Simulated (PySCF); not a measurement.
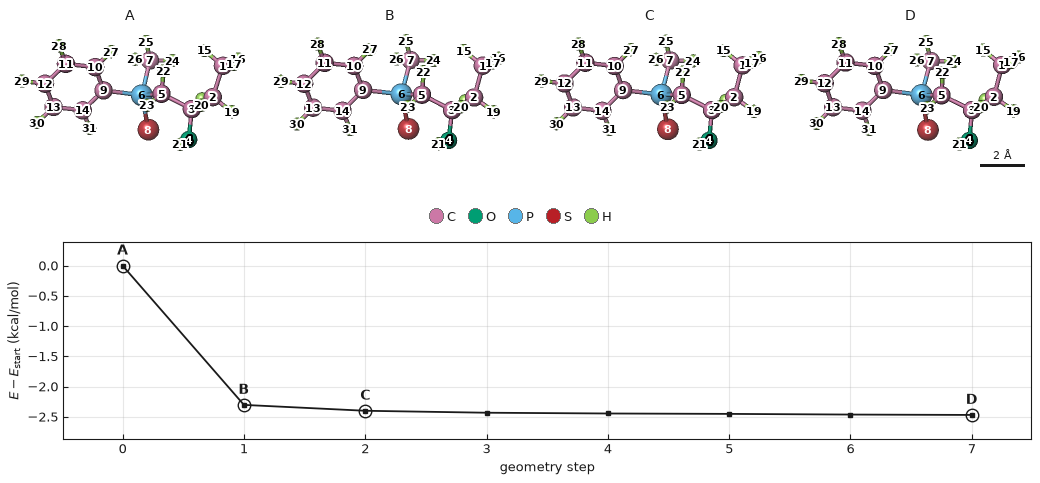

Frames of a relaxation of C$_{11}$H$_{17}$OPS, marked on the history of the run. The picture is a ball-and-stick view, seen face on.

The start comes from GFN2-xTB.

These are results of PBE0-D3(BJ)/def2-SVP geometry optimisation, gas phase (PySCF 2.14.0, density-fitted response routines), not measurements. 

Question: Describe the path.

Answer: The largest move after the best rigid fit is that of an H atom, 0.17 Å. Largest moves by element: H 0.17 Å, O 0.14 Å, C 0.08 Å, S 0.03 Å, P 0.02 Å. Near-neighbour distances that change, for instance: P–S 1.947 → 1.971 Å, C–P 1.843 → 1.821 Å, C–P 1.858 → 1.838 Å, C–H 1.080 → 1.092 Å. Bond angles that change, for instance: C–P–S 117.3° → 114.9°, C–C–H 107.6° → 105.5°. Over 7 geometry steps the energy falls by 2.47 kcal/mol. The run took 13 min on 1 thread of Intel(R) Xeon(R) Platinum 8259CL CPU @ 2.50GHz, with other jobs on the host. From step 0 to 1: an H atom moves most (0.18 Å), energy −2.30 kcal/mol. From step 1 to 2: an H atom moves most (0.06 Å), energy −0.10 kcal/mol. From step 2 to 7: H atoms move most (0.05 Å), energy −0.07 kcal/mol.

| step | E − E(0), kcal/mol |
| --- | --- |
| 0 | 0.00 |
| 1 | -2.30 |
| 2 | -2.40 |
| 3 | -2.43 |
| 4 | -2.45 |
| 5 | -2.45 |
| 6 | -2.46 |
| 7 | -2.47 |
